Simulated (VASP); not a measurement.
## TaGa with PW91: from relaxation to properties

Wanted: the relaxed cell of TaGa and its properties. The steps: rough relaxation of the start cell, relaxing cell and atoms (PW91), density, ELF and potential (PW91), band structure (PW91) and density of states (PW91). The cell is invented: it takes the structure of a Materials Project entry for VGa (space group 187 there), with some of its atoms replaced by other elements, volume scaled by an estimate. It may not be a known or stable phase.

Method: PW91; plane waves and PAW (Ta_pv, Ga_d); invented cell, in VASP 6.6.1.

### Step 1. Starting point

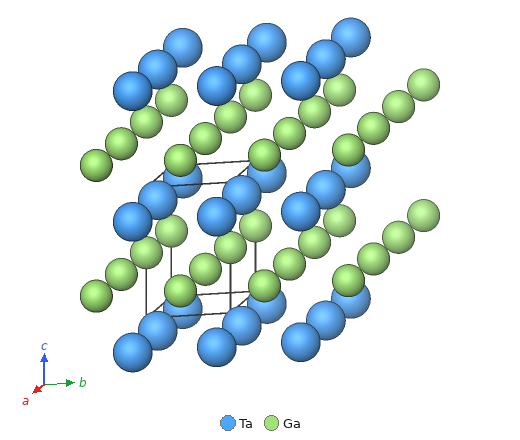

The cell as given, slightly off an axis (tantalum blue, gallium green). 3×3×2 cells are drawn. Some periodic images of atoms are drawn too.

### Step 2. Rough relaxation of the start cell

The start is only an estimate, so a cheap relaxation brings it near a minimum before any careful run. PW91 is the forerunner of PBE and gives much the same.

INCAR reads:

```
SYSTEM = TaGa
PREC = Normal
ENCUT = 400
EDIFF = 1E-05
NELM = 60
ISMEAR = -1
SIGMA = 0.05
LREAL = .FALSE.
ALGO = Fast
GGA = 91
NBANDS = 18
LORBIT = 11
LWAVE = .FALSE.
LCHARG = .FALSE.
IBRION = 2
NSW = 40
ISIF = 3
EDIFFG = -0.04
```

POSCAR reads:

```
TaGa
1.0
    2.9117060000      0.0000000000      0.0000000000
   -1.4558530000      2.5216110000      0.0000000000
    0.0000000000      0.0000000000      4.5671110000
Ta Ga
1 1
Direct
    0.6666666700      0.3333333300      0.0000000000
    0.0000000000      0.0000000000      0.5000000000
```

KPOINTS reads:

```
Automatic mesh
0
Gamma
6 6 4
0 0 0
```

PAW data sets: Ta_pv and Ga_d (PBE family, release 64).

The run is started by

```sh
$ mpirun -np 1 vasp_std
```

The program printed:

```text
[banner, memory and clock lines left out]
running    1 mpi-ranks, on    1 nodes
 distrk:  each k-point on    1 cores,    1 groups
 distr:  one band on    1 cores,    1 groups

 POSCAR found type information on POSCAR TaGa
 POSCAR found :  2 types and       2 ions
|                                                                             |
|               ----> ADVICE to this user running VASP <----                  |
|                                                                             |
|     You enforced a specific xc type in the INCAR file but a different       |
|     [... a line on the potential file left out ...]
|     I HOPE YOU KNOW WHAT YOU ARE DOING!                                     |
|                                                                             |

 LDA part: xc-table for (Slater(with rela. corr.)+CA(PZ))
 , standard interpolation
 POSCAR, INCAR and KPOINTS ok, starting setup
 FFT: planning ... GRIDC
 FFT: planning ... GRID_SOFT
 FFT: planning ... GRID
 WAVECAR not read
 entering main loop
       N       E                     dE             d eps       ncg     rms          rms(c)
DAV:   1     0.129660728383E+03    0.12966E+03   -0.11452E+04   780   0.186E+03
DAV:   2    -0.867377813366E+01   -0.13833E+03   -0.13586E+03   848   0.358E+02
DAV:   3    -0.154976391805E+02   -0.68239E+01   -0.67698E+01   904   0.749E+01
DAV:   4    -0.155902407909E+02   -0.92602E-01   -0.92505E-01   904   0.860E+00
DAV:   5    -0.155915490823E+02   -0.13083E-02   -0.13082E-02   910   0.106E+00    0.135E+01
RMM:   6    -0.150529780506E+02    0.53857E+00   -0.50658E-01   797   0.623E+00    0.653E+00
RMM:   7    -0.149153350549E+02    0.13764E+00   -0.52990E-01   808   0.540E+00    0.499E-01
RMM:   8    -0.149143897230E+02    0.94533E-03   -0.31853E-02   850   0.157E+00    0.369E-01
RMM:   9    -0.149142732950E+02    0.11643E-03   -0.69873E-03   970   0.559E-01    0.153E-01
RMM:  10    -0.149142485999E+02    0.24695E-04   -0.12515E-03   895   0.224E-01    0.105E-01
RMM:  11    -0.149142503029E+02   -0.17030E-05   -0.38514E-04   778   0.132E-01    0.699E-02
RMM:  12    -0.149142487413E+02    0.15616E-05   -0.11483E-04   673   0.685E-02    0.114E-02
RMM:  13    -0.149142506409E+02   -0.18996E-05   -0.34457E-05   584   0.373E-02
   1 F= -.14914251E+02 E0= -.14908779E+02  d E =-.149143E+02
 curvature:   0.00 expect dE= 0.000E+00 dE for cont linesearch  0.000E+00
 trial: gam= 0.00000 g(F)=  0.106E-47 g(S)=  0.661E-01 ort = 0.000E+00 (trialstep = 0.100E+01)
 search vector abs. value=  0.661E-01
 bond charge predicted
       N       E                     dE             d eps       ncg     rms          rms(c)
DAV:   1    -0.158732348380E+02   -0.95899E+00   -0.18500E+01   996   0.640E+01    0.642E+00
RMM:   2    -0.150841617772E+02    0.78907E+00   -0.10834E+00   801   0.112E+01    0.272E+00
RMM:   3    -0.149149804163E+02    0.16918E+00   -0.49524E-01   802   0.713E+00    0.734E-01
RMM:   4    -0.149033212541E+02    0.11659E-01   -0.50403E-02   852   0.205E+00    0.414E-01
RMM:   5    -0.149010542163E+02    0.22670E-02   -0.59659E-03   914   0.708E-01    0.864E-02
RMM:   6    -0.149010857519E+02   -0.31536E-04   -0.14582E-03   928   0.305E-01    0.480E-02
RMM:   7    -0.149011009791E+02   -0.15227E-04   -0.22460E-04   882   0.123E-01    0.234E-02
RMM:   8    -0.149011057937E+02   -0.48146E-05   -0.67671E-05   732   0.673E-02
   2 F= -.14901106E+02 E0= -.14894910E+02  d E =0.131448E-01
 trial-energy change:    0.013145  1 .order    0.014094   -0.066071    0.094259
 step:   0.4207(harm=  0.4121)  dis= 0.00000  next Energy=   -14.928221 (dE=-0.140E-01)
 bond charge predicted
       N       E                     dE             d eps       ncg     rms          rms(c)
DAV:   1    -0.152611184985E+02   -0.36002E+00   -0.57922E+00   994   0.325E+01    0.386E+00
RMM:   2    -0.149858791483E+02    0.27524E+00   -0.44502E-01   799   0.730E+00    0.155E+00
RMM:   3    -0.149326442646E+02    0.53235E-01   -0.12665E-01   803   0.341E+00    0.489E-01
RMM:   4    -0.149288056299E+02    0.38386E-02   -0.14632E-02   854   0.103E+00    0.303E-01
RMM:   5    -0.149276593901E+02    0.11462E-02   -0.20815E-03   888   0.473E-01    0.918E-02
RMM:   6    -0.149275901046E+02    0.69285E-04   -0.41279E-04   906   0.189E-01    0.219E-02
RMM:   7    -0.149275966470E+02   -0.65423E-05   -0.85818E-05   685   0.738E-02
   3 F= -.14927597E+02 E0= -.14921790E+02  d E =-.133460E-01
 curvature:  -0.21 expect dE=-0.246E-04 dE for cont linesearch -0.131E-05
 trial: gam=-0.00800 g(F)=  0.332E-44 g(S)=  0.120E-03 ort = 0.648E-03 (trialstep = 0.884E+00)
 search vector abs. value=  0.113E-03
 reached required accuracy - stopping structural energy minimisation
```

Wall time 4.6 s (1 MPI rank of Intel Xeon 6975P-C (Granite Rapids), shared host); peak memory 0.12 GiB.

Lines that name or quote the potential files are left out of all logs, and their timing lines are given in words.

OUTCAR, selected parts (step 2):

```text
ion  position               nearest neighbor table
   1  0.667  0.333  0.000-   2 2.84   2 2.84   2 2.84   2 2.84   2 2.84   2 2.84
   2  0.000  0.000  0.500-   1 2.84   1 2.84   1 2.84   1 2.84   1 2.84   1 2.84

  LATTYP: Found a hexagonal cell.
 ALAT       =     2.9117060000
 C/A-ratio  =     1.5685343919

 Subroutine GETGRP returns: Found 12 space group operations
 (whereof 12 operations were pure point group operations)

The static configuration has the point symmetry D_3h.

 Found     21 irreducible k-points:

   k-points           NKPTS =     21   k-points in BZ     NKDIM =     21   number of bands    NBANDS=     18

   dimension x,y,z NGX =    14 NGY =   14 NGZ =   24
   dimension x,y,z NGXF=    28 NGYF=   28 NGZF=   48

   ENCUT  =  400.0 eV  29.40 Ry    5.42 a.u.   4.75  4.75  7.45*2*pi/ulx,y,z

   NELECT =      24.0000    total number of electrons

 k-points in reciprocal lattice and weights: Automatic mesh
   0.00000000  0.00000000  0.00000000       0.007
   0.16666667  0.00000000  0.00000000       0.042
   0.33333333  0.00000000  0.00000000       0.042
   0.50000000  0.00000000  0.00000000       0.021
   0.16666667  0.16666667  0.00000000       0.042
   0.33333333  0.16666667  0.00000000       0.083
   0.33333333  0.33333333  0.00000000       0.014
   0.00000000  0.00000000  0.25000000       0.014
   0.16666667  0.00000000  0.25000000       0.083
[...]
0.33333333  0.16666667  0.50000000       0.083
   0.33333333  0.33333333  0.50000000       0.014

 average (electrostatic) potential at core
       1 -36.5482       2 -63.9442

 E-fermi :   6.3243

 k-point     1 :       0.0000    0.0000    0.0000
  band No.  band energies     occupation
    ...
      7      -8.3406      2.00000
      8      -8.3406      2.00000
      9      -4.3663      2.00000
     10       2.1409      2.00000
     11       4.2976      2.00000
     12       7.0138      0.00000
     13       7.0138      0.00000
     14       9.7664      0.00000
     15       9.7664      0.00000
     16      11.1450      0.00000
    ...

 k-point     2 :       0.1667    0.0000    0.0000
  band No.  band energies     occupation
    ...
      8      -8.3508      2.00000
      9      -3.6438      2.00000
     10       3.0734      2.00000
     11       4.0235      2.00000
     12       6.1021      1.97676
     13       7.9283      0.00000
     14       9.4385      0.00000
     15      10.0419      0.00000
     16      10.9229      0.00000
     17      13.9907      0.00000
    ...

 k-point     3 :       0.3333    0.0000    0.0000
  band No.  band energies     occupation
    ...
      8      -8.3556      2.00000
      9      -1.6132      2.00000
     10       3.4891      2.00000
     11       3.6654      2.00000
     12       5.4292      2.00000
     13       8.8585      0.00000
     14       9.4174      0.00000
     15      10.2938      0.00000
     16      10.7074      0.00000
     17      12.2421      0.00000
    ...

  Total       -0.0205308     -0.0205308      0.0641602      0.0000000     -0.0000000      0.0000000
  in kB       -0.9529840     -0.9529838      2.9781495      0.0000000     -0.0000000      0.0000000
  external PRESSURE =       0.3573939 kB  Pullay stress =       0.0000000 kB

  energy-cutoff  :      400.00
  volume of cell :       34.52
      direct lattice vectors                 reciprocal lattice vectors
     2.939077520  0.000000000  0.000000000     0.340242812  0.196439308  0.000000000
    -1.469538760  2.545315421  0.000000000     0.000000000  0.392878616  0.000000000
     0.000000000 -0.000000000  4.613998402     0.000000000 -0.000000000  0.216731761

 POSITION                                       TOTAL-FORCE (eV/Angst)
 -----------------------------------------------------------------------------------
      1.46954      0.84844      0.00000         0.000000     -0.000000      0.000000
      0.00000     -0.00000      2.30700        -0.000000      0.000000      0.000000
 -----------------------------------------------------------------------------------
    total drift:                               -0.000004      0.000004      0.000000

  FREE ENERGIE OF THE ION-ELECTRON SYSTEM (eV)
  ---------------------------------------------------
  free  energy   TOTEN  =       -14.9275966470 eV

  energy  without entropy=      -14.9159836517  energy(sigma->0) =      -14.92179015

 reached required accuracy - stopping structural energy minimisation

 total charge
# of ion       s       p       d       tot
------------------------------------------
    1        0.334   6.162   2.334   8.831
    2        0.932   0.791   9.979  11.701
--------------------------------------------------
tot          1.266   6.953  12.313  20.532

[... 3 further parts left out ...]
```

CONTCAR:

```
TaGa
   1.00000000000000
     2.9390775195787877    0.0000000000000000    0.0000000000000000
    -1.4695387597893939    2.5453154210201436    0.0000000000000000
     0.0000000000000000   -0.0000000000000000    4.6139984017984714
  Ta              Ga
     1     1
Direct
     0.6666666699999979    0.3333333300000021    0.0000000000000000
     0.0000000000000000    0.0000000000000000    0.5000000000000000
```

The k-mesh is coarse for a metal. This relaxation is a rough one on cheap settings, only to bring the start near its minimum. The PAW data sets were made with PBE, which is usual practice but a small mismatch for other functionals. The run keeps the 12 symmetry operations of its start, so it cannot find a distortion of lower symmetry.

Relaxation path:

| step | energy less that of the first step (eV) | largest force (eV/Å) | pressure (GPa) | volume (Å³) |
| --- | --- | --- | --- | --- |
| 1 | 0.0000 | 0.0000 | 4.56 | 33.53 |
| 2 | 0.0131 | 0.0000 | -6.09 | 35.90 |
| 3 | -0.0133 | 0.0000 | 0.04 | 34.52 |

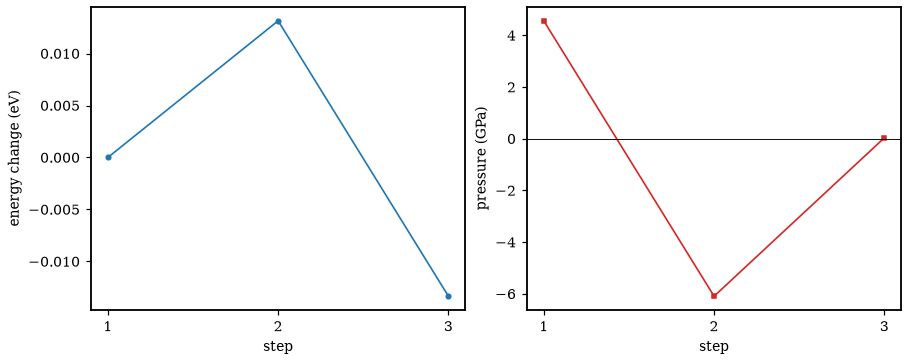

Energy and pressure along the relaxation.

| conventional cell, symmetrised | before | after | change |
| --- | --- | --- | --- |
| a (Å) | 2.912 | 2.939 | +0.9 % |
| b (Å) | 2.912 | 2.939 | +0.9 % |
| c (Å) | 4.567 | 4.614 | +1.0 % |
| volume (Å³/atom) | 16.77 | 17.26 | +2.9 % |

Final coordinates:

```xyz
2
Lattice="2.9391 0.0000 0.0000 -1.4695 2.5453 0.0000 0.0000 0.0000 4.6140" Properties=species:S:1:pos:R:3 pbc="T T T"
Ta    1.4695    0.8484    0.0000
Ga    0.0000    0.0000    2.3070
```

Numbers from this step:

```yaml
electrons: 24
bands: 18
irreducible_k_points: 21
symmetry_operations: 12
free_energy_toten: -14.93 eV
energy_at_zero_smearing: -14.92 eV
fermi_energy: 6.324 eV
pressure: 0.03574 GPa
metallic: yes
scf_cycles_over_all_ionic_steps: 28
```

It ends with forces that vanish by symmetry and a pressure of 0.04 GPa.

(Part 1 of 3 ends here.)

[Lines on the potential files, build, host, timing and source positions are cut from VASP's logs without a mark.]

[Logs are printed without paths, hosts, clocks, repeated set-up lines and the standing remarks that a program may print on its own settings, such as how far it seeks lower states.]

[Hosts, paths, dates, database ids (printed as entryN), source tags and the programs' standing remarks are cut or masked in the printed files.]

[A measured line is paired with the nearest computed mode of its activity, which favours agreement.]
